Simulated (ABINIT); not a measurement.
# WS2 (Tungstenite): G0W0 with ABINIT, start to end, part 2 of 3

Aim: the G0W0 gap of WS2 (Tungstenite) on PBEsol, step by step.

ABINIT 10.8.3; PBEsol and many-body steps on it, plane waves. Known limits of the many-body steps: not at the basis limit; no spin-orbit coupling; coarse k mesh.

So far. Step 2 (Ground state): The gap is indirect, with the least direct gap 0.89 eV higher.

### Step 3. Bands along the symmetry lines

Level of this step: DFT, PBEsol, plane waves, norm-conserving pseudopotentials (ABINIT).

The cheap functional maps the bands first; the places of the edges decide which points the dearer methods must see.

File run.abi:

```
acell 3*1.0 Angstrom
rprim 
  3.153199999992 0.000000000002 0.000000000000
  -1.576599999998 2.730751303206 0.000000000000
  0.000000000000 0.000000000000 12.323000000000
ntypat 2
znucl 74 16
natom 6
typat 1 1 2 2 2 2
xred 
  0.333333333333 0.666666666667 0.250000000000
  0.666666666667 0.333333333333 0.750000000000
  0.333333333333 0.666666666667 0.622500000000
  0.666666666667 0.333333333333 0.122500000000
  0.333333333333 0.666666666667 0.877500000000
  0.666666666667 0.333333333333 0.377500000000
pp_dirpath "pseudos"
pseudos "W.upf, S.upf"
ecut 31
iscf -2
irdden 1
kptopt 0
nkpt 75
kpt 
  0.00000000 0.00000000 0.00000000
  0.06250000 0.00000000 0.00000000
  0.12500000 0.00000000 0.00000000
  0.18750000 0.00000000 0.00000000
  0.25000000 0.00000000 0.00000000
  0.31250000 0.00000000 0.00000000
  0.37500000 0.00000000 0.00000000
  0.43750000 0.00000000 0.00000000
  0.50000000 0.00000000 0.00000000
  0.47916667 0.04166667 0.00000000
  0.45833333 0.08333333 0.00000000
  0.43750000 0.12500000 0.00000000
  0.41666666 0.16666666 0.00000000
  0.39583333 0.20833333 0.00000000
  0.37500000 0.25000000 0.00000000
  0.35416666 0.29166666 0.00000000
  0.33333333 0.33333333 0.00000000
  0.29166666 0.29166666 0.00000000
  0.25000000 0.25000000 0.00000000
  0.20833333 0.20833333 0.00000000
  0.16666666 0.16666666 0.00000000
  0.12500000 0.12500000 0.00000000
  0.08333333 0.08333333 0.00000000
  0.04166667 0.04166667 0.00000000
  0.00000000 0.00000000 0.00000000
  0.00000000 0.00000000 0.06250000
  0.00000000 0.00000000 0.12500000
  0.00000000 0.00000000 0.18750000
  0.00000000 0.00000000 0.25000000
  0.00000000 0.00000000 0.31250000
  0.00000000 0.00000000 0.37500000
  0.00000000 0.00000000 0.43750000
  0.00000000 0.00000000 0.50000000
  0.06250000 0.00000000 0.50000000
  0.12500000 0.00000000 0.50000000
  0.18750000 0.00000000 0.50000000
  0.25000000 0.00000000 0.50000000
  0.31250000 0.00000000 0.50000000
  0.37500000 0.00000000 0.50000000
  0.43750000 0.00000000 0.50000000
  0.50000000 0.00000000 0.50000000
  0.47916667 0.04166667 0.50000000
  0.45833333 0.08333333 0.50000000
  0.43750000 0.12500000 0.50000000
  0.41666666 0.16666666 0.50000000
  0.39583333 0.20833333 0.50000000
  0.37500000 0.25000000 0.50000000
  0.35416666 0.29166666 0.50000000
  0.33333333 0.33333333 0.50000000
  0.29166666 0.29166666 0.50000000
  0.25000000 0.25000000 0.50000000
  0.20833333 0.20833333 0.50000000
  0.16666666 0.16666666 0.50000000
  0.12500000 0.12500000 0.50000000
  0.08333333 0.08333333 0.50000000
  0.04166667 0.04166667 0.50000000
  0.00000000 0.00000000 0.50000000
  0.50000000 0.00000000 0.50000000
  0.50000000 0.00000000 0.43750000
  0.50000000 0.00000000 0.37500000
  0.50000000 0.00000000 0.31250000
  0.50000000 0.00000000 0.25000000
  0.50000000 0.00000000 0.18750000
  0.50000000 0.00000000 0.12500000
  0.50000000 0.00000000 0.06250000
  0.50000000 -0.00000000 0.00000000
  0.33333333 0.33333333 0.50000000
  0.33333333 0.33333333 0.43750000
  0.33333333 0.33333333 0.37500000
  0.33333333 0.33333333 0.31250000
  0.33333333 0.33333333 0.25000000
  0.33333333 0.33333333 0.18750000
  0.33333333 0.33333333 0.12500000
  0.33333333 0.33333333 0.06250000
  0.33333333 0.33333333 0.00000000
istwfk *1
nband 38
nbdbuf 7
tolwfr 1e-07
nstep 50
prtwf 0
prtvol 0
indata_prefix "in"
outdata_prefix "out"
tmpdata_prefix "tmp"
```

Started as:

```console
$ OMP_NUM_THREADS=1 mpirun -n 4 abinit run.abi > log
```

Numbers of over 12 decimals in the logs are rounded to 6 here.

Log:

```text
.Version 10.8.3 of ABINIT. v10.8.2 released Aug 2026.

 Symmetries : space group P6_3/m m c (#194); Bravais hP (primitive hexag.)
[... echo of the input left out ...]
== DATASET  1 ==================================================================
-   mpi_nproc: 4, omp_nthreads: 1 (-1 if OMP is not activated)

--- !DatasetInfo
iteration_state: {dtset: 1, }
dimensions: {natom: 6, nkpt: 75, mband: 38, nsppol: 1, nspinor: 1, nspden: 1, mpw: 5986, }
cutoff_energies: {ecut:  31.0, pawecutdg:  -1.0, }
electrons: {nelect:   5.20000000E+01, charge:   0.00000000E+00, occopt:   1.00000000E+00, tsmear:   1.00000000E-02, }

 Real(R)+Recip(G) space primitive vectors, cartesian coordinates (Bohr,Bohr^-1):
 R(1)=  5.9586844  0.0000000  0.0000000  G(1)=  0.1678223  0.0968922  0.0000000
 R(2)= -2.9793422  5.1603721  0.0000000  G(2)=  0.0000000  0.1937845  0.0000000
 R(3)=  0.0000000  0.0000000 23.2870950  G(3)=  0.0000000  0.0000000  0.0429422
 Unit cell volume ucvol=  7.1605555E+02 bohr^3
 Angles (23,13,12)=  9.00000000E+01  9.00000000E+01  1.20000000E+02 degrees

 getcut: wavevector=  0.0000  0.0000  0.0000  ngfft=  30  30 120
         ecut(hartree)=     31.000   => boxcut(ratio)=   2.01023

--- Pseudopotential description ------------------------------------------------
- W Generated using ONCVPSP code by D. R. Hamann
- 74.00000  14.00000  180301                  znucl, zion, pspdat
12 -116133 3 -1 1396                          pspcod,pspxc,lmax,lloc,mmax
     nproj     2     2     2     2
  pspatm : epsatm=   11.51367016
         --- l  ekb(1:nproj) -->
             0   13.027742    1.852033
             1    9.109631    1.414397
             2    4.487527    0.514612
[...]
pspatm: atomic psp has been read  and splines computed

- S Generated using ONCVPSP code by D. R. Hamann
- 16.00000   6.00000  180301                  znucl, zion, pspdat
12 -116133 2 -1 1146                          pspcod,pspxc,lmax,lloc,mmax
     nproj     2     2     2     0
  pspatm : epsatm=    8.71840686
         --- l  ekb(1:nproj) -->
[...]
pspatm: atomic psp has been read  and splines computed

--------------------------------------------------------------------------------

================================================================================
 prteigrs : about to open file out_EIG
 Non-SCF case, kpt    1 (  0.00000  0.00000  0.00000), residuals and eigenvalues=
  4.03E-08  3.85E-08  3.47E-08  4.13E-08  3.07E-08  8.79E-08  2.01E-08  3.84E-08
  3.98E-08  5.23E-08  2.87E-08  5.16E-08  6.47E-08  5.37E-08  2.94E-08  2.91E-08
  8.43E-08  6.40E-08  9.43E-08  3.49E-08  5.86E-08  4.29E-08  5.91E-08  5.43E-08
[...]
3.88E-08  5.90E-08  4.79E-08  5.56E-08  5.72E-04  1.56E-04
 -2.3930E+00 -2.3930E+00 -1.0799E+00 -1.0799E+00 -1.0727E+00 -1.0727E+00
 -1.0727E+00 -1.0727E+00 -2.2663E-01 -2.1799E-01 -1.6946E-01 -1.5295E-01
[...]
5.7553E-01  6.2440E-01
 Non-SCF case, kpt   75 (  0.33333  0.33333  0.00000), residuals and eigenvalues=
[...]
5.7522E-01  6.2517E-01

--- !ResultsGS
iteration_state: {dtset: 1, }
comment   : Summary of ground state results
lattice_vectors:
- [  5.9586844,   0.0000000,   0.0000000, ]
- [ -2.9793422,   5.1603721,   0.0000000, ]
- [  0.0000000,   0.0000000,  23.2870950, ]
lattice_lengths: [   5.95868,    5.95868,   23.28710, ]
lattice_angles: [ 90.000,  90.000, 120.000, ] # degrees, (23, 13, 12)
lattice_volume:   7.1605555E+02
convergence: {deltae:  0.000E+00, res2:  0.000E+00, residm:  9.974E-08, diffor:  0.000E+00, }
etotal    :  -1.95929348E+02
entropy   :   0.00000000E+00
fermie    :   3.47826546E-01
cartesian_stress_tensor: null
pressure_GPa: null
xred      :
- [  3.3333E-01,   6.6667E-01,   2.5000E-01,  W]
- [  6.6667E-01,   3.3333E-01,   7.5000E-01,  W]
- [  3.3333E-01,   6.6667E-01,   6.2250E-01,  S]
- [  6.6667E-01,   3.3333E-01,   1.2250E-01,  S]
- [  3.3333E-01,   6.6667E-01,   8.7750E-01,  S]
- [  6.6667E-01,   3.3333E-01,   3.7750E-01,  S]
cartesian_forces: null
force_length_stats: {min: null, max: null, mean: null, }

 Integrated electronic density in atomic spheres:
 ------------------------------------------------
 Atom  Sphere_radius  Integrated_density
[...]
================================================================================

 ----iterations are completed or convergence reached----

 Mean square residual over all n,k,spin=   51.666E-09; max=  99.738E-09
 reduced coordinates (array xred) for    6 atoms
[...]
0.333333333333      0.666666666667      0.877500000000
       0.666666666667      0.333333333333      0.377500000000

 cartesian coordinates (angstrom) at end:
    1     -1.33e-12     1.820501     3.080750
    2      1.576600     0.910250     9.242250
    3     -1.33e-12     1.820501     7.671068
    4      1.576600     0.910250     1.509567
    5     -1.33e-12     1.820501    10.813432
    6      1.576600     0.910250     4.651933
 length scales=  1.889726125908  1.889726125908  1.889726125908 bohr
              =  1.000000000000  1.000000000000  1.000000000000 angstroms
 prteigrs : about to open file out_EIG
 Eigenvalues (hartree) for nkpt=  75  k points:
 kpt#   1, nband= 38, wtk=  1.00000, kpt=  0.0000  0.0000  0.0000 (reduced coord)
[...]
kpt#   2, nband= 38, wtk=  1.00000, kpt=  0.0625  0.0000  0.0000 (reduced coord)
[...]
kpt#   3, nband= 38, wtk=  1.00000, kpt=  0.1250  0.0000  0.0000 (reduced coord)
[...]
kpt#  74, nband= 38, wtk=  1.00000, kpt=  0.3333  0.3333  0.0625 (reduced coord)
[...]
0.53103    0.53103    0.55391    0.57553    0.57553    0.62440
 kpt#  75, nband= 38, wtk=  1.00000, kpt=  0.3333  0.3333  0.0000 (reduced coord)
[...]
0.15066    0.16013    0.18091    0.18091    0.19520    0.19520    0.24065    0.24065
   0.31997    0.32797    0.39494    0.39494    0.42048    0.46738    0.46993    0.46993
   0.53130    0.53130    0.55308    0.57522    0.57522    0.62517

== END DATASET(S) ==============================================================
================================================================================

 -outvars: echo values of variables after computation  --------
            nband          38
             nkpt          75
          spgroup         194
 [... the other variables as echoed above ...]

 Calculation completed.
```

The job ended after 83 s (4 MPI ranks of Arm Neoverse V1, shared host; peak memory 0.53 GiB).

Numbers from this step:

* gap: 0.9350 eV
* k of the valence top: 0, 0, 0
* k of the conduction bottom: 0.1667, 0.1667, 0
* least direct gap: 1.822 eV

The gap is 0.935 eV, as in the run before at this level.

Electronic bands along the path, in eV, zero at the top of the highest filled band:

```csv
point,band 23,band 24,band 25,band 26,band 27,band 28,band 29,band 30
Γ,-2.18,-1.49,-1.26,0.00,2.30,2.30,2.31,2.31
M,-1.95,-1.74,-1.72,-1.54,2.31,2.36,2.57,2.90
K,-2.92,-2.92,-0.76,-0.54,1.28,1.28,1.98,3.25
Γ,-2.18,-1.49,-1.26,0.00,2.30,2.30,2.31,2.31
A,-2.21,-2.21,-0.32,-0.32,2.30,2.30,2.30,2.30
L,-1.85,-1.85,-1.62,-1.62,2.33,2.33,2.76,2.76
H,-3.10,-3.10,-0.66,-0.66,1.28,1.28,2.53,2.53
A,-2.21,-2.21,-0.32,-0.32,2.30,2.30,2.30,2.30
jump to L,-1.85,-1.85,-1.62,-1.62,2.33,2.33,2.76,2.76
M,-1.95,-1.74,-1.72,-1.54,2.31,2.36,2.57,2.90
jump to H,-3.10,-3.10,-0.66,-0.66,1.28,1.28,2.53,2.53
K,-2.92,-2.92,-0.76,-0.54,1.28,1.28,1.98,3.25
```

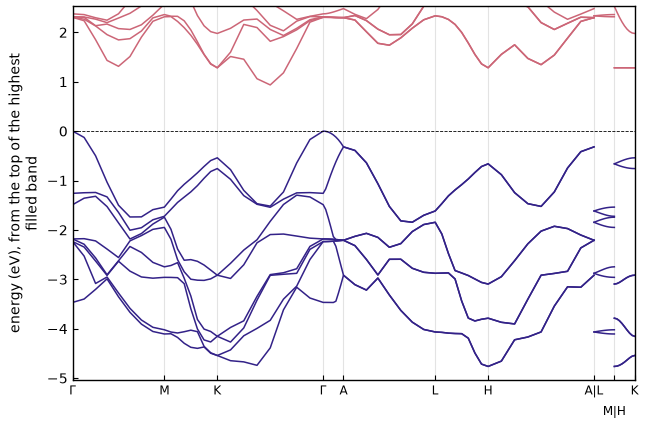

Electronic bands along the path; lines of filled and empty bands in two colours.

### Step 4. Empty states on the mesh, 3×3×1 mesh, 380 bands

The sums over transitions need many empty states on a uniform mesh; this step solves for them.

File run.abi:

```
acell 3*1.0 Angstrom
rprim 
  3.153199999992 0.000000000002 0.000000000000
  -1.576599999998 2.730751303206 0.000000000000
  0.000000000000 0.000000000000 12.323000000000
ntypat 2
znucl 74 16
natom 6
typat 1 1 2 2 2 2
xred 
  0.333333333333 0.666666666667 0.250000000000
  0.666666666667 0.333333333333 0.750000000000
  0.333333333333 0.666666666667 0.622500000000
  0.666666666667 0.333333333333 0.122500000000
  0.333333333333 0.666666666667 0.877500000000
  0.666666666667 0.333333333333 0.377500000000
pp_dirpath "pseudos"
pseudos "W.upf, S.upf"
ecut 31
ngkpt 3 3 1
nshiftk 1
shiftk 0 0 0
kptopt 1
chksymbreak 0
iscf -2
irdden 1
istwfk *1
nband 380
nbdbuf 34
tolwfr 1e-09
nstep 60
prtvol 0
indata_prefix "in"
outdata_prefix "out"
tmpdata_prefix "tmp"
```

Started as:

```console
$ OMP_NUM_THREADS=1 mpirun -n 3 abinit run.abi > log
```

Log:

```text
.Version 10.8.3 of ABINIT. v10.8.2 released Aug 2026.

 Symmetries : space group P6_3/m m c (#194); Bravais hP (primitive hexag.)
[... echo of the input left out ...]
== DATASET  1 ==================================================================
-   mpi_nproc: 3, omp_nthreads: 1 (-1 if OMP is not activated)

--- !DatasetInfo
iteration_state: {dtset: 1, }
dimensions: {natom: 6, nkpt: 3, mband: 380, nsppol: 1, nspinor: 1, nspden: 1, mpw: 5917, }
cutoff_energies: {ecut:  31.0, pawecutdg:  -1.0, }
electrons: {nelect:   5.20000000E+01, charge:   0.00000000E+00, occopt:   1.00000000E+00, tsmear:   1.00000000E-02, }

 Real(R)+Recip(G) space primitive vectors, cartesian coordinates (Bohr,Bohr^-1):
 R(1)=  5.9586844  0.0000000  0.0000000  G(1)=  0.1678223  0.0968922  0.0000000
 R(2)= -2.9793422  5.1603721  0.0000000  G(2)=  0.0000000  0.1937845  0.0000000
 R(3)=  0.0000000  0.0000000 23.2870950  G(3)=  0.0000000  0.0000000  0.0429422
 Unit cell volume ucvol=  7.1605555E+02 bohr^3
 Angles (23,13,12)=  9.00000000E+01  9.00000000E+01  1.20000000E+02 degrees

 getcut: wavevector=  0.0000  0.0000  0.0000  ngfft=  30  30 120
         ecut(hartree)=     31.000   => boxcut(ratio)=   2.01023

--- Pseudopotential description ------------------------------------------------
- W Generated using ONCVPSP code by D. R. Hamann
- 74.00000  14.00000  180301                  znucl, zion, pspdat
12 -116133 3 -1 1396                          pspcod,pspxc,lmax,lloc,mmax
     nproj     2     2     2     2
  pspatm : epsatm=   11.51367016
         --- l  ekb(1:nproj) -->
             0   13.027742    1.852033
             1    9.109631    1.414397
             2    4.487527    0.514612
[...]
pspatm: atomic psp has been read  and splines computed

- S Generated using ONCVPSP code by D. R. Hamann
- 16.00000   6.00000  180301                  znucl, zion, pspdat
12 -116133 2 -1 1146                          pspcod,pspxc,lmax,lloc,mmax
     nproj     2     2     2     0
  pspatm : epsatm=    8.71840686
         --- l  ekb(1:nproj) -->
[...]
pspatm: atomic psp has been read  and splines computed

--------------------------------------------------------------------------------

================================================================================
 prteigrs : about to open file out_EIG
 Non-SCF case, kpt    1 (  0.00000  0.00000  0.00000), residuals and eigenvalues=
  8.02E-10  7.09E-10  2.59E-10  1.54E-10  1.86E-10  3.04E-10  1.58E-10  2.62E-10
  4.02E-10  5.34E-10  4.45E-10  8.76E-10  9.04E-10  7.34E-11  8.90E-10  1.46E-10
  6.70E-10  5.57E-10  8.73E-10  8.73E-11  6.14E-10  1.23E-10  6.53E-10  7.00E-11
[...]
7.82E-04  1.04E-03  1.38E-03  4.47E-03
 -2.3930E+00 -2.3930E+00 -1.0799E+00 -1.0799E+00 -1.0727E+00 -1.0727E+00
 -1.0727E+00 -1.0727E+00 -2.2663E-01 -2.1799E-01 -1.6946E-01 -1.5295E-01
  6.5524E-02  1.0502E-01  2.0518E-01  2.1990E-01  2.1990E-01  2.2041E-01
[...]
4.6176E+00  4.6176E+00  4.6209E+00  4.6313E+00  4.6314E+00  4.6738E+00
  4.6746E+00  4.7051E+00  4.7098E+00  4.7160E+00  4.7214E+00  4.7234E+00
  4.7313E+00  4.7473E+00
 prteigrs : prtvol=0 or 1, do not print more k-points.

--- !ResultsGS
iteration_state: {dtset: 1, }
comment   : Summary of ground state results
lattice_vectors:
- [  5.9586844,   0.0000000,   0.0000000, ]
- [ -2.9793422,   5.1603721,   0.0000000, ]
- [  0.0000000,   0.0000000,  23.2870950, ]
lattice_lengths: [   5.95868,    5.95868,   23.28710, ]
lattice_angles: [ 90.000,  90.000, 120.000, ] # degrees, (23, 13, 12)
lattice_volume:   7.1605555E+02
convergence: {deltae:  0.000E+00, res2:  0.000E+00, residm:  9.915E-10, diffor:  0.000E+00, }
etotal    :  -1.95929348E+02
entropy   :   0.00000000E+00
fermie    :   3.47826546E-01
cartesian_stress_tensor: null
pressure_GPa: null
xred      :
- [  3.3333E-01,   6.6667E-01,   2.5000E-01,  W]
- [  6.6667E-01,   3.3333E-01,   7.5000E-01,  W]
- [  3.3333E-01,   6.6667E-01,   6.2250E-01,  S]
- [  6.6667E-01,   3.3333E-01,   1.2250E-01,  S]
- [  3.3333E-01,   6.6667E-01,   8.7750E-01,  S]
- [  6.6667E-01,   3.3333E-01,   3.7750E-01,  S]
cartesian_forces: null
force_length_stats: {min: null, max: null, mean: null, }

 Integrated electronic density in atomic spheres:
 ------------------------------------------------
 Atom  Sphere_radius  Integrated_density
[...]
================================================================================

 ----iterations are completed or convergence reached----

 Mean square residual over all n,k,spin=   49.471E-11; max=  99.147E-11
 reduced coordinates (array xred) for    6 atoms
[...]
0.333333333333      0.666666666667      0.877500000000
       0.666666666667      0.333333333333      0.377500000000

 cartesian coordinates (angstrom) at end:
    1     -1.33e-12     1.820501     3.080750
    2      1.576600     0.910250     9.242250
[...]
6      1.576600     0.910250     4.651933
 length scales=  1.889726125908  1.889726125908  1.889726125908 bohr
              =  1.000000000000  1.000000000000  1.000000000000 angstroms
 prteigrs : about to open file out_EIG
 Eigenvalues (hartree) for nkpt=   3  k points:
 kpt#   1, nband=380, wtk=  0.11111, kpt=  0.0000  0.0000  0.0000 (reduced coord)
[...]
4.50352    4.52183    4.53481    4.56258    4.56258    4.57428    4.61758    4.61760
   4.62089    4.63133    4.63136    4.67379    4.67456    4.70506    4.70984    4.71602
   4.72140    4.72342    4.73131    4.74735
 prteigrs : prtvol=0 or 1, do not print more k-points.

== END DATASET(S) ==============================================================
================================================================================

 -outvars: echo values of variables after computation  --------
            nband         380
             nkpt           3
          spgroup         194
 [... the other variables as echoed above ...]

 Calculation completed.
```

It took 2.9 min on 3 MPI ranks; peak memory 0.36 GiB.

This step gave:

```yaml
gap: 1.282 eV
k_of_the_valence_top: 0, 0, 0
k_of_the_conduction_bottom: 0.3333, 0.3333, 0
least_direct_gap: 1.822 eV
k_points_computed: 3
lowest_point_of_the_top_converged_band_above_the_valence_top: 107.3658 eV
```

On this mesh the gap is 1.282 eV. The earlier step found 0.935 eV, so this mesh misses an edge.

(Continued in part 3 of 3.)

[Paths, hosts, dates, memory and timing lines, banners, echoed tables and standing remarks are left out of the program output.]

[Logs are printed without paths, hosts, clocks, repeated set-up lines and the standing remarks that a program may print on its own settings, such as how far it seeks lower states.]

[Runs of the session that timed out or met a known fault of the program may be left out.]

[Hosts, paths, dates, database ids (printed as entryN), source tags and the programs' standing remarks are cut or masked in the printed files.]

[G0W0 gaps are taken among the corrected bands and points alone; a level outside them can change the order at an edge.]

[Where Ansatz stands beside ABINIT at settings called matched, ABINIT's density can come from a denser mesh and the files from another edition; pairs whose starting gaps differed by over 0.03 eV were left out, so agreement reads better than it is.]
